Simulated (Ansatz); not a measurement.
Profile along the Ni–Fe line in FeNi3 (Cu3Au type)

FeNi3 (Cu3Au type)

```xyz
4
Lattice="3.5143 0.0000 0.0000 0.0000 3.5143 0.0000 0.0000 0.0000 3.5143" Properties=species:S:1:pos:R:3 pbc="T T T"
Ni     0.0000     1.7571     1.7571
Ni     1.7571     1.7571     0.0000
Ni     1.7571     0.0000     1.7571
Fe     0.0000     0.0000     0.0000
```

Fields along a shortest Ni–Fe line of a {100} plane (2.48 Å), from Ni to Fe, interpolated on the slice's grid (step about 0.1 Å). All values below come from r2SCAN (plane waves to 500 eV, PAW, scalar-relativistic; Ansatz, a first-principles code). k mesh 13×13×13. Near the nuclei the fields are pseudised (PAW); where an atom keeps semicore shells as valence, they peak there. FeNi3 was relaxed with its symmetry unable to fall. Relaxed FeNi3 ends ferromagnetic. The magnetic order is the one the run started from; other orders were not tried.

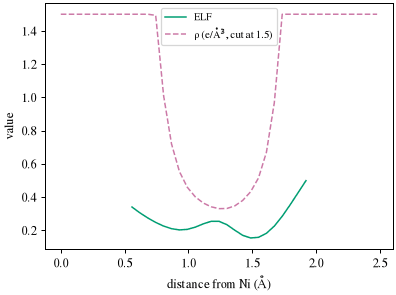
Fig. 1. ELF (away from the nuclei) and valence density from Ni to Fe.

Density on the Ni–Fe line (2.48 Å) at its midpoint: 0.33 e/Å³. ELF at that point: 0.25.
